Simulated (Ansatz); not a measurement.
Calculation: PBE (plane waves to 420 eV, PAW; Ansatz, a program for electronic structure).

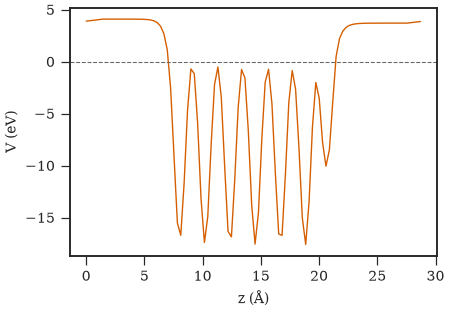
Figure: Planar average of the electrostatic potential across the slab, in eV from the Fermi level, for a constructed model of the (100) surface of rock-salt TiC, a layer of Ni, one atom over each C (bottom of the slab: a bare face, its two planes held)

Slab: 13 atoms, 13.0 Å thick at the start with caps and adatoms (thin: gaps and levels are the slab's own); k 12x12x1, smearing 0.1 eV, dipole-corrected; 4 atoms held, the rest relaxed; held to the start's symmetry, so lower structures may exist; spin-polarised, no spin-orbit, no U. The starting moment vanished. It is one candidate, not shown to be the stable structure of the face.

The vacuum level lies 3.70 eV above the Fermi level over the top face and 4.09 eV above it under the bottom face.
